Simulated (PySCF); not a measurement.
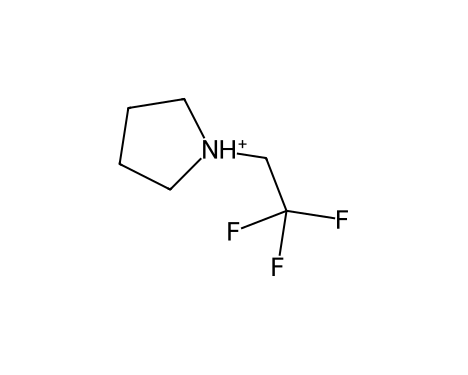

A structural formula. State: charge +1, singlet.

Write the SMILES.

Answer. FC(F)(F)C[NH+]1CCCC1

What is the molecular formula?

Answer. C6H11F3N, charge +1.

An optimisation with PBE0-D3(BJ)/def2-SVP gave a structure of which point group?

Answer. C1. Other conformers may differ.

The parts below concern this one geometry. Atoms keep their numbers from picture to picture. Computed geometry: PBE0-D3(BJ)/def2-SVP optimisation. No frequency run is at hand to confirm it as a minimum.

### Ring current

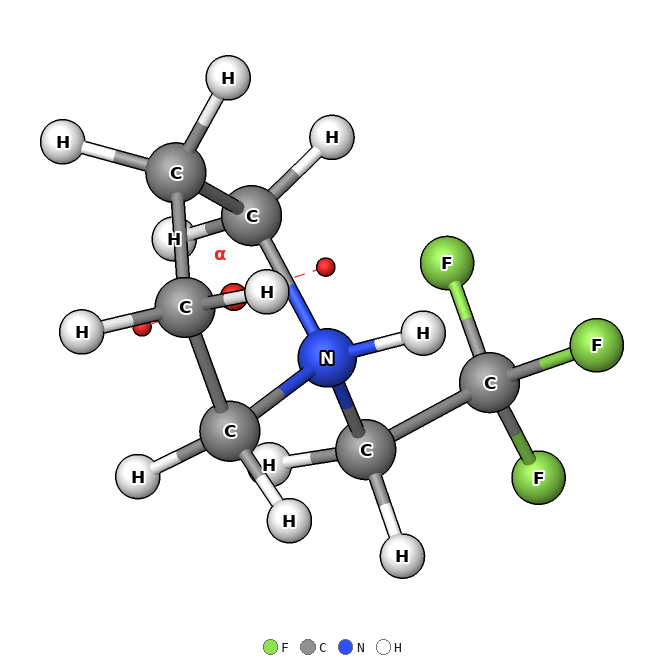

The small points mark where nucleus-independent chemical shifts (NICS) were computed: at the centre of each lettered ring and 1 Å above and below it. No frequency run is at hand to confirm it as a minimum. Level of theory: GIAO PBE0/pcSseg-1 NMR shielding, non-relativistic, IEF-PCM chloroform (PySCF 2.14.0).

Give NICS(0), NICS(1) and the out-of-plane component NICS(1)zz for each ring (means of the two sides).

```
ring  members  NICS(0)  NICS(1)  NICS(1)zz
   α      C4N     −7.2     −3.7       −4.0
```

Values in ppm.

What do the values say about the ring currents?

Answer. Ring α: weak, as in a non-aromatic ring. NICS is one index among several.

### Electronic properties

No frequency run is at hand to confirm it as a minimum. Method: PBE0/pcSseg-1 in dichloromethane (IEF-PCM) (PySCF 2.14.0).

What does the calculation give?

- HOMO energy (Kohn–Sham orbital): −10.05 eV
- LUMO energy (Kohn–Sham orbital): 0.21 eV
- HOMO–LUMO gap: 10.27 eV

### Charges

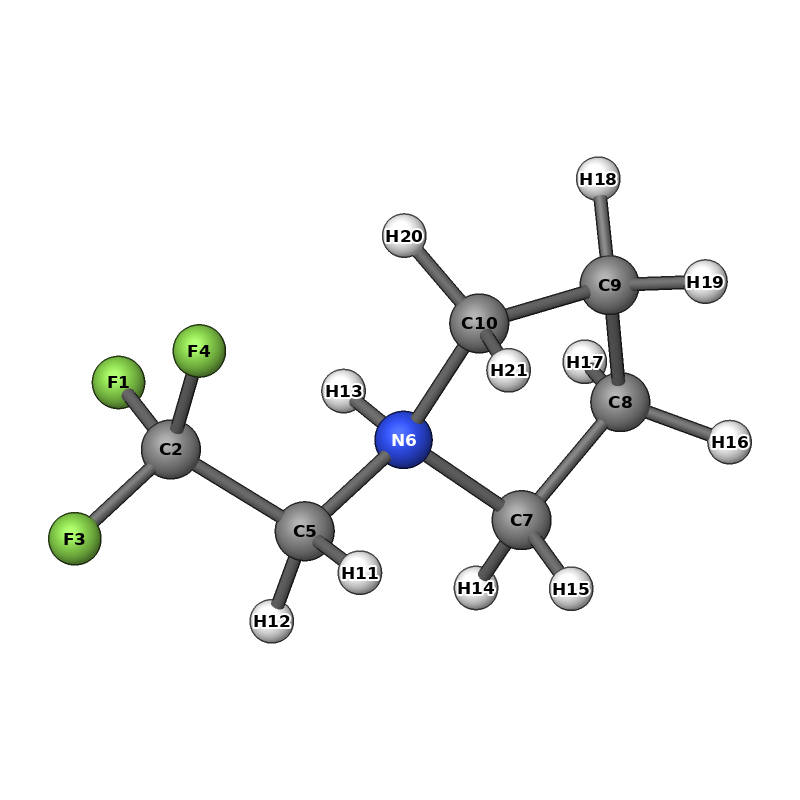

The questions are on ESP-fitted charges. No frequency run is at hand to confirm it as a minimum. Properties computed with PBE0/pcSseg-1 in chloroform (IEF-PCM) (PySCF 2.14.0).

Give the ESP-fitted charges atom by atom.

| atom | value (e) |
| --- | --- |
| F1 | −0.21 |
| C2 | 0.71 |
| F3 | −0.16 |
| F4 | −0.21 |
| C5 | −0.69 |
| N6 | 0.22 |
| C7 | −0.17 |
| C8 | −0.07 |
| C9 | −0.22 |
| C10 | −0.04 |
| H11 | 0.29 |
| H12 | 0.28 |
| H13 | 0.31 |
| H14 | 0.14 |
| H15 | 0.16 |
| H16 | 0.11 |
| H17 | 0.08 |
| H18 | 0.11 |
| H19 | 0.12 |
| H20 | 0.11 |
| H21 | 0.13 |
